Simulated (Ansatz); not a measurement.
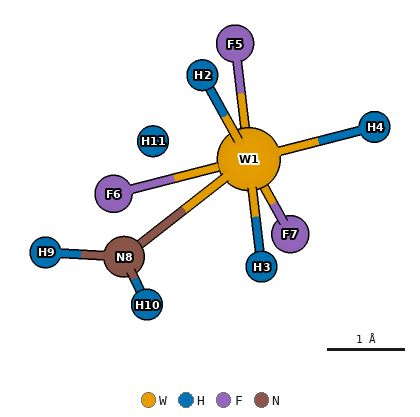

**Figure 1.** The starting structure (ball-and-stick view, seen at a tilt; atoms are numbered from 1 in the order of the input). Sticks mark near contacts.

## Geometry relaxation, with input and output: WNH₆F₃ (part 1 of 2)

WNH₆F₃, computed with RHF/def2-SVP (Ansatz 0.2.0).

The input holds or restrains some coordinates. It belongs to a series of runs on one base structure; here: pulled along the bonds that form and break, towards end B. Figures and captions count atoms from 1; the log counts them from 0 in places.

**Output**
```
The last accepted step is kept in [file] (removed where the run ends without a failure and the disk answers)
Engine: ansatz 0.2.0, aarch64-unknown-linux-gnu
Functional definition: HF
  exchange = exact_x
  correlation = 0
1267 factors; integrals over basis functions are off by at most 3.5e-4 eV
mean field evaluation 1: about -11471.8545 eV, gradient 7.2e1 eV
mean field evaluation 2: about -11472.1559 eV, gradient 7.2e1 eV
mean field evaluation 4: about -11482.6484 eV, gradient 1.9e1 eV
mean field evaluation 8: about -11483.6277 eV, gradient 1.3e0 eV
mean field evaluation 16: about -11483.7142 eV, gradient 1.6e-2 eV
mean field evaluation 32: about -11474.7103 eV, gradient 5.3e1 eV
mean field evaluation 64: about -11480.8001 eV, gradient 2.0e0 eV
mean field evaluation 96: about -11483.7119 eV, gradient 2.4e-1 eV
mean field -11483.71418412 eV, -422.0187123252 hartree, gradient 1.7e-5 eV, S^2 0.000000; 1 other end points of the search recorded, 0 dependent functions left out
the calculation of the forces begins
reference -11483.71418412 eV, -422.0187123252 hartree; 27, 27 occupied and 91, 91 virtual orbitals, 1267 factors
relax step   1: F+E_penalty+E_count = -11483.71418412 eV  Δ(F+E_penalty+E_count) = +0.000e0 eV  max|allowed force component| = 1.246e1 eV/Å  E_restraint = 19.95472537 eV  max|allowed force component, restraints' pulls added| = 2.351e1 eV/Å  Δτ_max = 0.0000 Å  (165 SCF iters, accepted)
  distance W 0 - N 7 = 2.3800 Å
  distance H 10 - H 1 = 1.0906 Å
  distance W 0 - H 1 = 2.0700 Å
  distance H 10 - N 7 = 1.6835 Å
these checks for a lower state are left out or cut short: starts, cluster_reference, orbital_swaps, neighbouring_geometries, increment
1267 factors; integrals over basis functions are off by at most 3.5e-4 eV
mean field -11486.70535854 eV, -422.1286359580 hartree, gradient 2.0e-5 eV, S^2 0.000000; 0 other end points of the search recorded, 0 dependent functions left out
[... from here on the field's lines of each further geometry are left out, up to the last ...]
relax step   2: F+E_penalty+E_count = -11486.70535854 eV  Δ(F+E_penalty+E_count) = -2.991e0 eV  max|allowed force component| = 8.995e0 eV/Å  E_restraint = 8.07954514 eV  max|allowed force component, restraints' pulls added| = 1.432e1 eV/Å  Δτ_max = 0.1949 Å  (62 SCF iters, accepted)
relax step   3: F+E_penalty+E_count = -11489.08323926 eV  Δ(F+E_penalty+E_count) = -2.378e0 eV  max|allowed force component| = 5.514e0 eV/Å  E_restraint = 1.50983556 eV  max|allowed force component, restraints' pulls added| = 8.678e0 eV/Å  Δτ_max = 0.1944 Å  (53 SCF iters, accepted)
relax step   4: F+E_penalty+E_count = -11491.40397769 eV  Δ(F+E_penalty+E_count) = -2.321e0 eV  max|allowed force component| = 2.786e0 eV/Å  E_restraint = 0.13018180 eV  max|allowed force component, restraints' pulls added| = 2.707e0 eV/Å  Δτ_max = 0.1947 Å  (48 SCF iters, accepted)
relax step   5: F+E_penalty+E_count = -11492.44044997 eV  Δ(F+E_penalty+E_count) = -1.036e0 eV  max|allowed force component| = 1.081e0 eV/Å  E_restraint = 0.10726841 eV  max|allowed force component, restraints' pulls added| = 9.613e-1 eV/Å  Δτ_max = 0.1913 Å  (49 SCF iters, accepted)
relax step   6: F+E_penalty+E_count = -11492.86504727 eV  Δ(F+E_penalty+E_count) = -4.246e-1 eV  max|allowed force component| = 1.429e0 eV/Å  E_restraint = 0.15861053 eV  max|allowed force component, restraints' pulls added| = 1.188e0 eV/Å  Δτ_max = 0.1980 Å  (47 SCF iters, accepted)
relax step   7: F+E_penalty+E_count = -11492.89873374 eV  Δ(F+E_penalty+E_count) = -3.369e-2 eV  max|allowed force component| = 1.229e0 eV/Å  E_restraint = 0.12953312 eV  max|allowed force component, restraints' pulls added| = 4.728e-1 eV/Å  Δτ_max = 0.1039 Å  (48 SCF iters, accepted)
relax step   8: F+E_penalty+E_count = -11492.94330187 eV  Δ(F+E_penalty+E_count) = -4.457e-2 eV  max|allowed force component| = 1.511e0 eV/Å  E_restraint = 0.09395840 eV  max|allowed force component, restraints' pulls added| = 5.779e-1 eV/Å  Δτ_max = 0.1917 Å  (48 SCF iters, accepted)
relax step   9: F+E_penalty+E_count = -11493.03863646 eV  Δ(F+E_penalty+E_count) = -9.533e-2 eV  max|allowed force component| = 1.670e0 eV/Å  E_restraint = 0.09486859 eV  max|allowed force component, restraints' pulls added| = 1.113e0 eV/Å  Δτ_max = 0.1950 Å  (48 SCF iters, accepted)
relax step  10: F+E_penalty+E_count = -11493.15041465 eV  Δ(F+E_penalty+E_count) = -1.118e-1 eV  max|allowed force component| = 1.655e0 eV/Å  E_restraint = 0.15178937 eV  max|allowed force component, restraints' pulls added| = 1.209e0 eV/Å  Δτ_max = 0.1953 Å  (45 SCF iters, accepted)
relax step  11: F+E_penalty+E_count = -11493.16710842 eV  Δ(F+E_penalty+E_count) = -1.669e-2 eV  max|allowed force component| = 1.594e0 eV/Å  E_restraint = 0.11506757 eV  max|allowed force component, restraints' pulls added| = 5.426e-1 eV/Å  Δτ_max = 0.2000 Å  (46 SCF iters, accepted)
relax step  12: F+E_penalty+E_count = -11493.18846703 eV  Δ(F+E_penalty+E_count) = -2.136e-2 eV  max|allowed force component| = 1.450e0 eV/Å  E_restraint = 0.11162550 eV  max|allowed force component, restraints' pulls added| = 2.482e-1 eV/Å  Δτ_max = 0.0981 Å  (46 SCF iters, accepted)
the calculation of the forces begins
reference -11493.18885082 eV, -422.3668999045 hartree; 27, 27 occupied and 91, 91 virtual orbitals, 1267 factors
relax step  13: F+E_penalty+E_count = -11493.18885082 eV  Δ(F+E_penalty+E_count) = -3.838e-4 eV  max|allowed force component| = 1.441e0 eV/Å  E_restraint = 0.10745783 eV  max|allowed force component, restraints' pulls added| = 1.132e-1 eV/Å  Δτ_max = 0.0453 Å  (47 SCF iters, accepted)
  distance W 0 - N 7 = 2.0152 Å
  distance H 10 - H 1 = 0.7115 Å
  distance W 0 - H 1 = 2.9219 Å
  distance H 10 - N 7 = 2.2775 Å
1267 factors; integrals over basis functions are off by at most 5.5e-4 eV
mean field evaluation 224: about -11484.9463 eV, gradient 6.4e1 eV
```

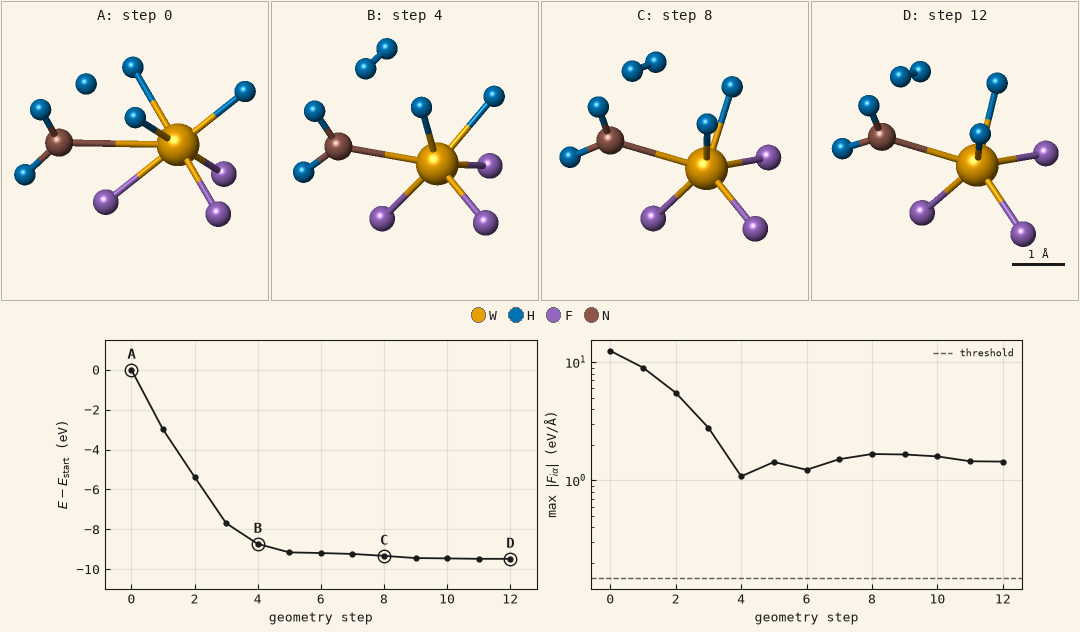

**Figure 2.** Frames of the restrained relaxation (ball-and-stick view, seen at a tilt) above the curves, on which the letters mark them (the first geometry is step 0 here and step 1 in the log).

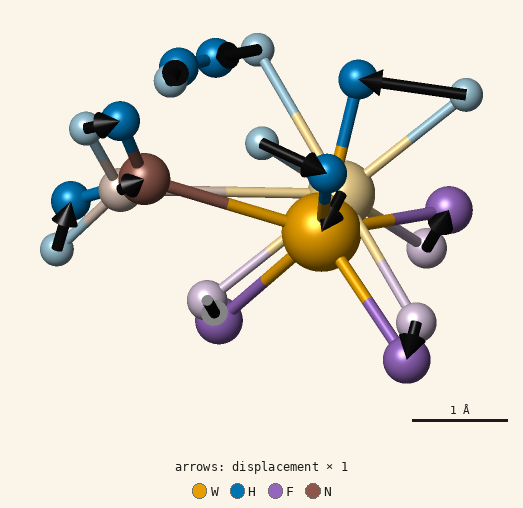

**Figure 3.** Start (faint) and end (solid) with the displacements as black arrows, at true length (ball-and-stick view, seen at a tilt). The two geometries are laid on each other by the best rigid fit. Over 12 geometry steps the energy falls by 9.475 eV. The largest force component goes from 12 to 1.4 eV/Å. The largest move after the best rigid fit is that of H4, 1.15 Å. Largest moves by element: H 1.15 Å, F 0.65 Å, W 0.51 Å, N 0.36 Å. Among the contacts that change: W1–H2 2.070 → 2.922 Å, H2–H11 1.091 → 0.712 Å, W1–N8 2.380 → 2.015 Å, N8–H10 1.060 → 1.001 Å. New bonds form: H2–H11 (1.09 → 0.71 Å). Bonds break: W1–H2 (2.07 → 2.92 Å). Among the angles that change: H3–W1–F5 180.0° → 124.6°, H3–W1–F6 90.0° → 144.4°, H4–W1–N8 133.4° → 85.4°. (Atoms are counted from 1 in the order of the input.)

```
mean field -11493.18885082 eV, -422.3668999045 hartree, gradient 1.7e-5 eV, S^2 0.000000; 1 other end points of the search recorded, 0 dependent functions left out
the calculation of the forces begins
reference -11493.18885082 eV, -422.3668999045 hartree; 27, 27 occupied and 91, 91 virtual orbitals, 1267 factors
Total energy: -11493.18885082 eV, -422.3668999045 hartree
Atom 0 at     0.160444    -0.342539    -0.320245 Å, force     1.345424    -0.868463     0.812063 eV/Å
Atom 1 at    -0.342031    -0.548675     2.550751 Å, force    -1.441019     0.503819     0.609454 eV/Å
Atom 2 at     1.587258     0.413234    -0.714512 Å, force     0.057769     0.020929     0.055587 eV/Å
Atom 3 at     0.638625     0.957524     0.597896 Å, force     0.079996    -0.049811    -0.069586 eV/Å
Atom 4 at    -1.466400     0.541008    -0.023515 Å, force     0.019570    -0.057854    -0.018496 eV/Å
Atom 5 at    -0.633122    -2.008609     0.107487 Å, force     0.011979    -0.010809    -0.018837 eV/Å
Atom 6 at     0.024638    -0.258763    -2.158144 Å, force    -0.038104    -0.006336    -0.005215 eV/Å
Atom 7 at     1.661960    -1.330707     0.590778 Å, force    -1.105635     0.831888    -1.241096 eV/Å
Atom 8 at     1.472370    -2.197400     1.061814 Å, force    -0.003721     0.015675    -0.024875 eV/Å
Atom 9 at     2.592665    -0.995391     0.746342 Å, force    -0.024965     0.001313    -0.006592 eV/Å
Atom 10 at     0.293195    -0.775581     2.324349 Å, force     1.098706    -0.380349    -0.092406 eV/Å
Dipole moment:     0.684601     0.056952     0.372552 e Å
```

**Trajectory as extended XYZ (Å, eV, eV/Å), 13 frames, from step=1 to step=13**
```
11
Properties=species:S:1:pos:R:3:forces:R:3 step=1 energy=-11483.71418
W     0.0000    0.0000    0.0000    5.8909  -4.2920   0.2024
H     0.0000    0.0000    2.0700    1.0001  -1.0593  -0.6547
H     1.7200    0.0000    0.0000    0.1326   2.6793  -0.5217
H     0.0000    1.7200    0.0000   -0.1567   0.3559   0.5310
F    -1.8500    0.0000    0.0000   -1.3929   1.0893   0.4763
F     0.0000   -1.8500    0.0000  -12.4629  -5.1043  -5.0360
F     0.0000    0.0000   -1.8500    0.3030   0.1156   1.2643
N     1.5589   -1.6343    0.7505    7.7325   4.1862   5.5882
H     1.2569   -2.6447    0.8582    1.2014   2.5216  -0.3589
H     2.5551   -1.3519    0.9770   -1.6589  -1.2414   0.1134
H     0.7487   -0.7850    1.9573   -0.5889   0.7491  -1.6044
11
Properties=species:S:1:pos:R:3:forces:R:3 step=2 energy=-11486.70536
W     0.0775   -0.0814   -0.1178    3.4435  -4.4514   1.2329
H     0.0553   -0.0580    2.2477    1.1672  -1.2918  -0.6959
H     1.7286    0.0299   -0.0085    0.7610   2.7534   0.1273
H    -0.0002    1.7164    0.0047    0.0610  -0.9018   0.8091
F    -1.8383    0.0122    0.0036    0.7207   0.8726   0.8422
F    -0.1073   -1.9112   -0.0472   -8.9947  -3.7438  -2.3559
F     0.0041   -0.0009   -1.8749    0.6424   0.0249  -1.0979
N     1.6025   -1.6118    0.6937    3.6520   2.9774   1.4984
H     1.2700   -2.6122    0.8522    0.9881   2.6645  -0.6796
H     2.5556   -1.3580    0.9797   -0.7766  -0.6883  -0.0260
H     0.6420   -0.6709    2.0299   -1.6646   1.7843   0.3454
11
Properties=species:S:1:pos:R:3:forces:R:3 step=3 energy=-11489.08324
W     0.1639   -0.2004   -0.2450    0.9090  -2.4434   5.1411
H     0.0817   -0.0877    2.3898   -1.5799   1.6022   0.6786
H     1.7534    0.0867    0.0041    0.4266   2.5613   0.0234
H     0.0052    1.6753    0.0272    0.5866  -2.1090   0.5251
F    -1.7946    0.0253    0.0270    2.3011   0.2291   0.4286
F    -0.2449   -1.9767   -0.0588   -5.5136  -2.3520  -0.8020
F     0.0218   -0.0034   -1.9305    0.6667   0.1427  -4.4242
N     1.6375   -1.5749    0.5887    0.3622   1.1130  -0.1006
H     1.2815   -2.5566    0.8301    0.9723   2.6258  -0.8766
H     2.5482   -1.3588    0.9709   -0.2886  -0.1149  -0.1529
H     0.5357   -0.5747    2.1595    1.1577  -1.2548  -0.4406
11
Properties=species:S:1:pos:R:3:forces:R:3 step=4 energy=-11491.40398
W     0.1958   -0.2925   -0.2898    0.4216  -0.6153   2.7858
H     0.0764   -0.0855    2.5407   -1.4117   1.4399   0.9138
H     1.7507    0.2332    0.0065   -0.5897   1.6573  -0.2652
H     0.0649    1.5041    0.0575    0.6364  -1.8667   0.3976
F    -1.7018    0.0347    0.0509    1.6133   0.1340   0.2716
F    -0.4321   -2.0303   -0.0550   -2.1599  -0.9948  -0.1108
F     0.0903   -0.0310   -2.0177    0.7824  -0.1477  -2.2166
N     1.6261   -1.5222    0.5281   -0.5766  -0.0260  -0.2302
H     1.2945   -2.4770    0.7792    0.5195   1.4479  -0.6532
H     2.5268   -1.3358    0.9458   -0.3695   0.2090  -0.3383
H     0.4983   -0.5437    2.2170    1.1342  -1.2376  -0.5544
11
Properties=species:S:1:pos:R:3:forces:R:3 step=5 energy=-11492.44045
W     0.1863   -0.3296   -0.3135    1.0235  -0.8123   1.0812
H     0.0644   -0.0761    2.5931   -0.9841   0.9576   0.6702
H     1.6778    0.3768   -0.0163   -0.6718   0.7827  -0.2653
H     0.1473    1.3443    0.1228    0.3232  -0.8814   0.3332
F    -1.6516    0.0662    0.0763    0.6801   0.2111   0.2137
F    -0.5393   -2.0539   -0.0487   -0.9613  -0.3614  -0.0112
F     0.1773   -0.0824   -2.0839    0.5490  -0.1788  -0.6834
N     1.6057   -1.4983    0.5174   -0.5271   0.1201  -0.4668
H     1.3138   -2.4502    0.7383    0.1545   0.6224  -0.3434
H     2.5094   -1.3093    0.9216   -0.3233   0.3207  -0.2869
H     0.4984   -0.5333    2.2559    0.7374  -0.7807  -0.2413
```
